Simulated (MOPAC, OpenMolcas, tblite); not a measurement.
**CH6B2O (SMILES BB(C)O): the HOMO–LUMO gap, rung by rung**

CH6B2O has 10 atoms, charge 0, and is taken as a singlet. As SMILES, `BB(C)O`. The coordinates come from a PBE0-D4/def2-TZVP relaxation. This is one conformer, not always the lowest.

Quantity: the HOMO–LUMO gap, in eV. The values are calculated.

```tsv
level	kind	program	value (eV)	CPU time
PM7	semi-empirical	MOPAC	9.24	under 2 s
GFN1-xTB	semi-empirical	tblite	3.44	under 2 s
HF/def2-SVP	Hartree–Fock	OpenMolcas	12.86	5.2 s
SVWN5/def2-SVP	LDA	OpenMolcas	3.16	18 s
BLYP/def2-SVP	GGA	OpenMolcas	3.47	27 s
r2SCAN/def2-SVP	meta-GGA	OpenMolcas	4.07	35 s
M06-2X/def2-SVP	hybrid meta-GGA	OpenMolcas	8.01	34 s
B2PLYP/def2-SVP	double hybrid	OpenMolcas	8.49	18 s
```

The values span 3.16 to 12.86 eV. Orbital gaps aren't excitation energies, and those of double hybrids come from the SCF part alone; they tend to grow with the share of exact exchange. CPU times are rough (shared hosts, several kinds of processor): they show what a rung costs within a factor of a few.

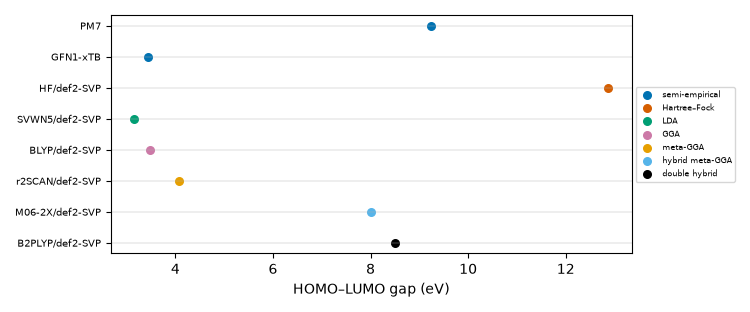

The values of the table, level by level.
